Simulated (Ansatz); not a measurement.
## Electronic structure of SiH4···OH (doublet) in real space

```xyz
7

Si   -0.0023   -0.0030   -0.1041
H    -0.0582   -0.0855    1.3588
H     1.4036    0.0173   -0.5501
H    -0.6840    1.2227   -0.5614
H    -0.6794   -1.1805   -0.6850
O     0.0139    0.0160    3.5733
H    -0.5067   -0.7881    3.5971
```

Level of theory: UHF/6-31G* (Ansatz).

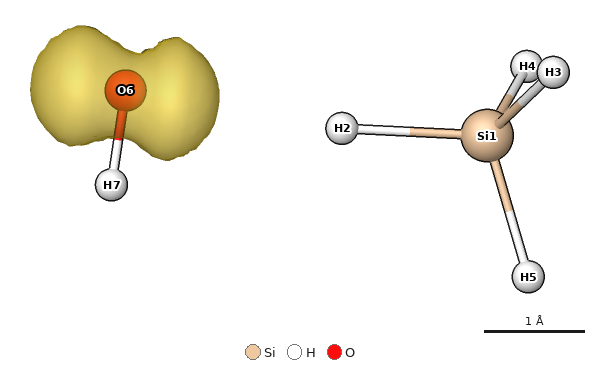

Figure 1. Isosurface of the spin density (α minus β) at +0.15 e/Å³ (yellow), seen across its widest extent.

> Where is the unpaired spin?

The unpaired spin (1 electron) lies mostly on O6 (about 1.0), in electrons by Hirshfeld's partition.

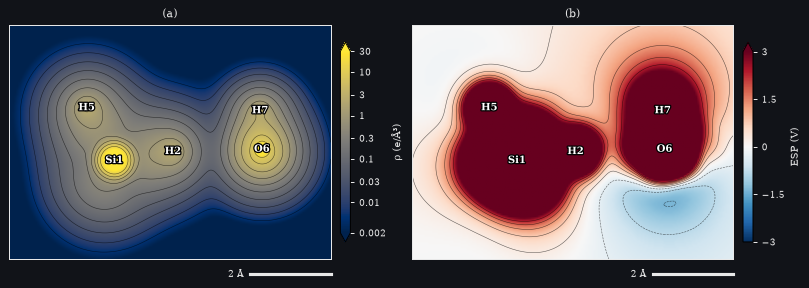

Figure 2. (a) electron density; (b) electrostatic potential on the plane of atoms H2, Si1 and H5.

> What do the fields say about this system?

The plane passes through Si, H and O nuclei.
O6···H2 (2.22 Å): the density falls to about 0.1 e/Å³ on the way.
O–H (0.96 Å): ρ is about 3.7 e/Å³ halfway.
Si–H (1.47 Å): the density is about 0.79 e/Å³ at the midpoint.
Outside the dense part of the complex the potential is most negative (−1.4 V) near O6.

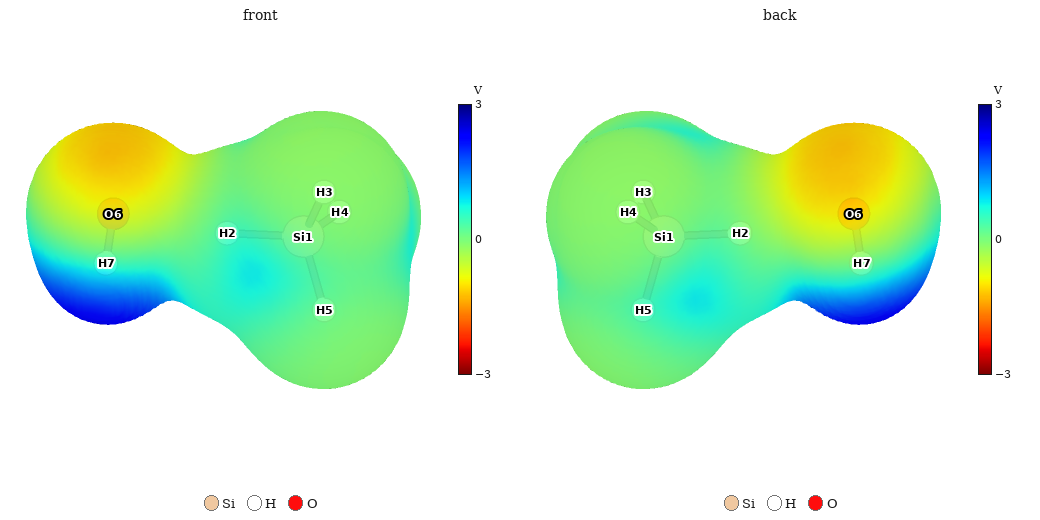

Figure 3. The molecular electrostatic potential painted on the density surface at 0.001 e/bohr³, seen from the front and from behind; red is negative and blue positive.

> Where is the surface potential most negative and most positive?

The most negative region (about −1.2 V) lies over O6, the most positive (about +2.4 V) over H7. O6 is the likeliest acceptor of a hydrogen bond.
